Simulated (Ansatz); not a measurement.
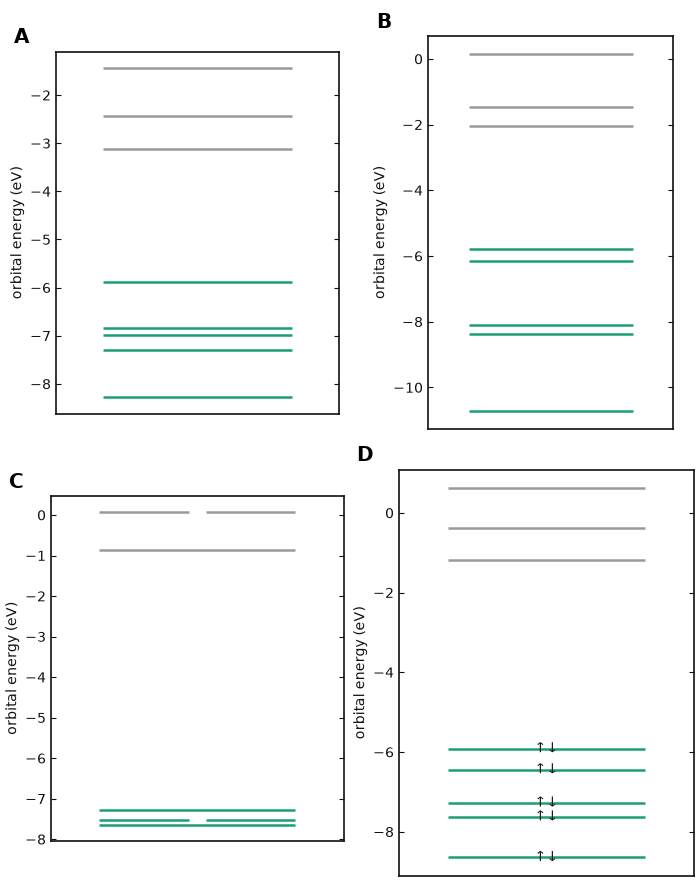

Kohn-Sham orbital energies near the frontier, PBE/def2-TZVPP with the Ansatz code 0.2.0, at a PBE0-D4/def2-TZVP geometry (a minimum by its frequencies), isolated molecule; empty levels in grey, levels within 0.03 eV side by side.

Which panel belongs to which molecule?
1. GaN₂H₄Cl, SMILES [NH2][Ga]([NH2])[Cl], singlet
2. C₂H₃NSe, SMILES C1=NC[Se]1
3. HfH₃O₃F, SMILES [OH][Hf]([OH])([OH])[F], singlet
4. AlBSiH₄Se, SMILES [AlH2][B]1[SiH2][Se]1, singlet

A: 4 (HOMO −5.89 eV, LUMO −3.12 eV)
B: 2 (HOMO −5.78 eV, LUMO −2.06 eV)
C: 3 (HOMO −7.28 eV, LUMO −0.87 eV)
D: 1 (HOMO −5.91 eV, LUMO −1.18 eV)

Caveats, for all or some of the runs: core potentials past krypton; empty levels above zero depend strongly on the basis; no scalar relativity up to krypton; spin-orbit coupling is left out, and with Hf it can shift these levels and split any degenerate set; spin-orbit coupling is left out, and with Se it can shift these levels and split any degenerate set.
